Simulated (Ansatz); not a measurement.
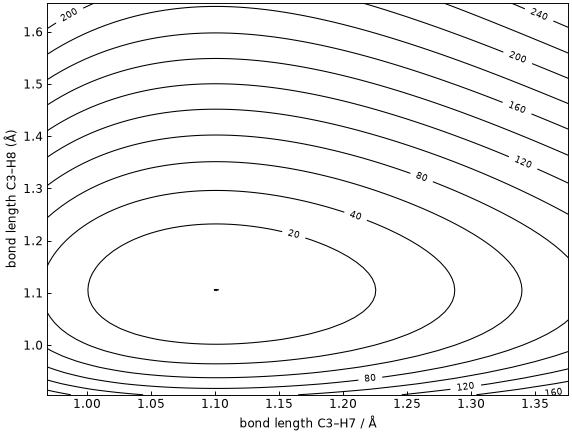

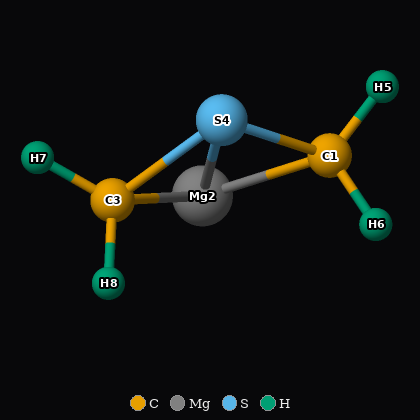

Energy landscape of C2H4MgS. 
- Coordinates scanned: (1) bond length C3–H7; (2) bond length C3–H8.
- Nothing is relaxed (all other coordinates rigid).
- The scan uses a 7 × 7 grid.
- All energies are given in kJ/mol relative to the relaxed molecule at the same level.
- The reference is spin-restricted, which grows unreliable where a bond is stretched far.
- Method: Ansatz 0.2.0, RKS r2SCAN-D4/def2-SVP.

Drawn: contour lines labelled in kJ/mol. Between grid points the surface is interpolated. The second picture is the structure at the lowest point.

What does the map say about the system?

The lowest grid point is at bond length C3–H7 = 1.105 Å, bond length C3–H8 = 1.156 Å, 3.8 kJ/mol from the relaxed molecule at the same level. The bottom of the well lies between grid points, at about bond length C3–H7 = 1.101 Å, bond length C3–H8 = 1.103 Å, about 3.8 kJ/mol lower on the interpolated surface. It is the only kind of minimum in the scanned range. The highest grid point, bond length C3–H7 = 1.376 Å, bond length C3–H8 = 1.656 Å, lies 255 kJ/mol above the lowest. Round the minimum the contours are nearly round: the two directions are equally stiff and uncoupled.

Grid values (kJ/mol):

| bond length C3–H8 ↓, bond length C3–H7 → | 0.969 | 1.037 | 1.105 | 1.172 | 1.240 | 1.308 | 1.376 |
| --- | --- | --- | --- | --- | --- | --- | --- |
| 1.656 | 220 | 190 | 183 | 190 | 208 | 231 | 259 |
| 1.531 | 169 | 140 | 133 | 140 | 157 | 181 | 208 |
| 1.406 | 118 | 89 | 81 | 89 | 106 | 130 | 157 |
| 1.281 | 72 | 42 | 35 | 42 | 59 | 83 | 110 |
| 1.156 | 40 | 11 | 4 | 11 | 28 | 51 | 78 |
| 1.031 | 46 | 17 | 10 | 17 | 34 | 57 | 84 |
| 0.905 | 131 | 102 | 94 | 101 | 118 | 141 | 169 |

The input of one point:

```yaml
crystal:
  periodic: [false, false, false]
  atoms:
    - { symbol: C, position_ang: [0.124984, 1.412665, 0.089729] }
    - { symbol: Mg, position_ang: [-1.520272, 0.198941, -0.523864] }
    - { symbol: C, position_ang: [-0.175367, -1.405933, -0.109012] }
    - { symbol: S, position_ang: [0.680383, -0.134454, 0.878648] }
    - { symbol: H, position_ang: [0.092117, 2.203699, 0.854688] }
    - { symbol: H, position_ang: [0.776315, 1.732985, -0.742345] }
    - { symbol: H, position_ang: [-0.385471, -2.274023, 0.541604] }
    - { symbol: H, position_ang: [0.433859, -1.752636, -1.028239] }
basis:
  gaussian: { orbitals: def2-SVP }
hamiltonian:
  xc: r2scan
  dispersion: d4
output:
  forces: true
```

Each point was launched as `ansatz run input.yaml --threads 1 --pin off --max-ram 2560MiB --backend cpu --events-out ev --progress --plain --runs-dir out`. Time for the 49 points that were run: 16 min on 1 thread of Intel(R) Xeon(R) Processor @ 2.50GHz (Skylake/Cascade Lake), on a shared host.
